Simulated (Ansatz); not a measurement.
## ZrSi2 (Cmcm): the Drude term of Re ε in the infrared

Re ε of ZrSi2 (Cmcm) along x at low photon energies is read from one computed spectrum; the carriers' damping was typed as γ = 0.1 eV. x, y and z are the Cartesian axes of the input cell.

Cell: a, b, c = 7.597, 7.597, 3.672 Å (primitive vectors), 6 atoms.

Method: Ansatz 0.2.0, PBE, independent particles, k-mesh 6×6×6 with interpolation inside its cells, Gaussian parameter 0.1 eV.

Launch of the response step: `ansatz run input.yaml --threads 4 --pin off --max-ram 8192MiB --backend cpu --events-out ev --progress --plain --runs-dir out`. The run took 3.4 min, on 4 threads of Arm Neoverse V1, with other jobs on the host.

| photon energy E (eV) | wavelength (µm) | Re ε |
| --- | --- | --- |
| 0.25 | 4.96 | -127.7 |
| 0.30 | 4.13 | -77.7 |
| 0.35 | 3.54 | -47.7 |
| 0.40 | 3.10 | -29.4 |
| 0.50 | 2.48 | -10.8 |
| 0.60 | 2.07 | -3.4 |
| 0.70 | 1.77 | ? |

A Drude term over a constant background gives Re ε = ε_b − ωp²/(E² + γ²), linear in 1/(E² + γ²).

Working, on the rows shown:

| x = 1/(E² + γ²) (eV⁻²) | y = Re ε |
| --- | --- |
| 13.7931 | -127.7 |
| 10 | -77.7 |
| 7.54717 | -47.7 |
| 5.88235 | -29.4 |
| 3.84615 | -10.8 |
| 2.7027 | -3.4 |

Means: x̄ = 7.2952, ȳ = -49.45. Σ(x − x̄)(y − ȳ) = -957.5, Σ(x − x̄)² = 84.59. Slope = -957.5 / 84.59 = -11.32; intercept = ȳ − slope · x̄ = 33.136. The line misses the rows shown by at most 5.9.

Q: What does the fit predict for the withheld row, and how well does it do?

A: At x = 2 the line gives y = 10.495. The run gave -3.7, so the extrapolation is off by 14, 11 % of the range in the table. Beyond its data the fit drifts from the curve.

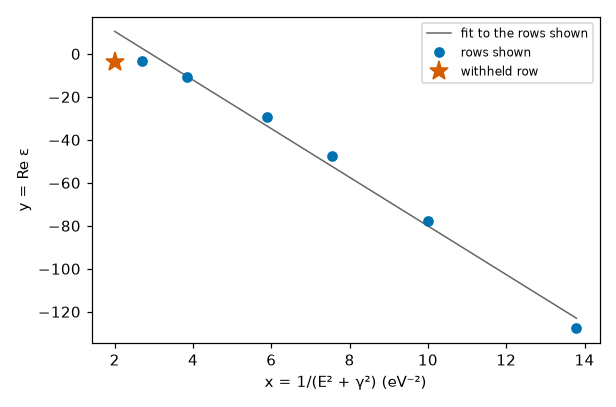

Refitted with all rows, the slope is -10.73 and the intercept 27.23. These give ωp = √(−slope) = 3.28 eV, against 3.87 eV from the program's Fermi-surface sum, and an intercept of 27.2. Taking the program's Drude term off the rows leaves 79 at the lowest energy and 26 at the highest, so the background isn't constant: interband transitions lie in or near the window, and neither fitted number can be trusted. The cell comes from an older database entry, whose edges can be off by a per cent or so. The values come from a sum over the points of one k-mesh and carry its error, which is largest for Fermi-surface quantities. Spin-orbit coupling is left out.
